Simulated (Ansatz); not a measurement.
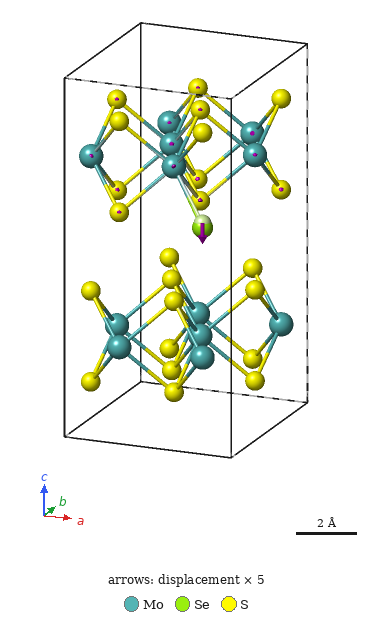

A relaxation of a defect cell of composition Mo₁₂SeS₂₃. The starting structure is drawn faded, the final one solid; purple arrows show the displacements, magnified 5 times.

Style: ball-and-stick. Shown: the cell of the calculation, reduced to other axes, slightly off an axis. Lengths and directions refer to the drawn axes.

All numbers below come from Ansatz 0.2.0, DFT, PBE, plane-wave PAW, default files, scalar-relativistic. Set-up: plane-wave cutoff 420 eV; k-point mesh 3 × 4 × 2; occupations fermi dirac; smearing width 0.01 eV; no spin polarisation; atoms relaxed in a fixed cell; force threshold 0.03 eV/Å; at most 40 steps.

**Which element moves most?**

Selenium: up to 0.14 Å, against 0.03 Å for sulfur.

**What happened in the run?**

The largest move is that of the Se atom, 0.14 Å along −c. By element the largest moves are Se 0.14 Å, S 0.03 Å, Mo 0.03 Å. The lattice vectors keep their values. Some distances before and after: Mo–Se 2.408 → 2.526 Å. Bond angles that change, for instance: Mo–Se–Mo 82.3° → 78.5°, Mo–Se–Mo 82.3° → 78.6°. After 3 accepted moves (4 points after the start) the energy has fallen by 0.244 eV per cell of the calculation. The largest force component goes from 2.9 to 0.0016 eV/Å. The line search rejected the trial step at point 2 of the run. Cost: 3.6 min on 4 threads of AMD EPYC 7B13 (Zen 3) (shared host), peak memory 3.7 GiB.

Limits of the set-up: the periodic images lie only 6.3 Å apart, so the values are limited by the cell's size.
